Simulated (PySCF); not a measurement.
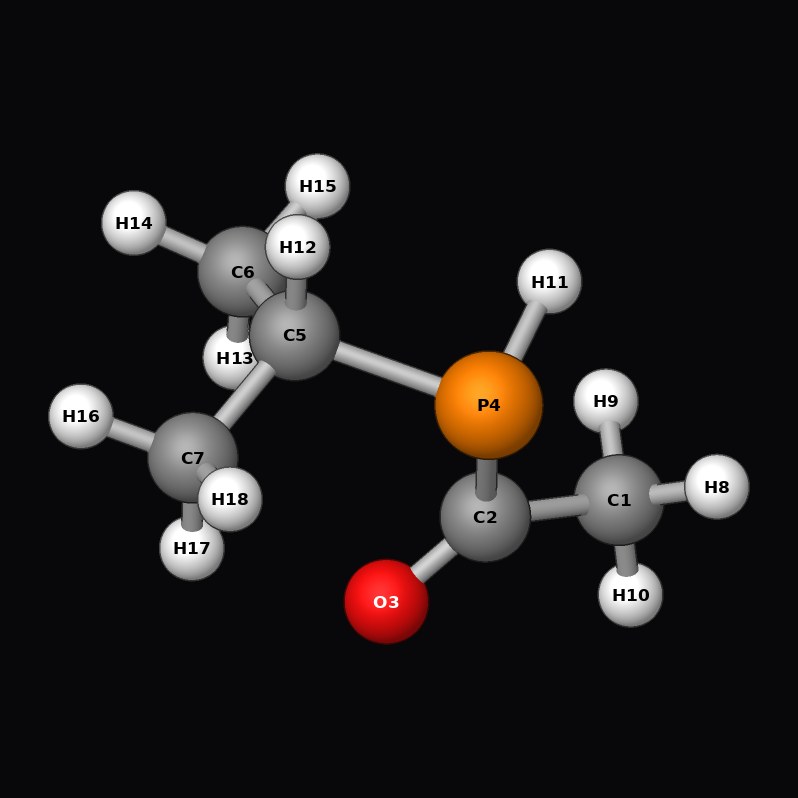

The geometry was computed by an optimisation with GFN2-xTB. No frequency run is at hand to confirm it as a minimum. Level of theory: GIAO PBE0/pcSseg-1 NMR shielding, non-relativistic, gas phase (PySCF 2.14.0). Principal shieldings σ11 ≤ σ22 ≤ σ33, span Ω = σ33 − σ11, skew κ = 3(σiso − σ22)/Ω.

Give the shielding tensors of the P atoms.

```tsv
atom	σ11	σ22	σ33	σiso	Ω	κ
P4	238.5	355.7	471.0	355.1	232.5	−0.01
```

Shieldings and span in ppm.

The geometry is semi-empirical. Around P such bond lengths and angles can be off by a tenth of an ångström or more and by several degrees, and values that hang on the shape move with them.
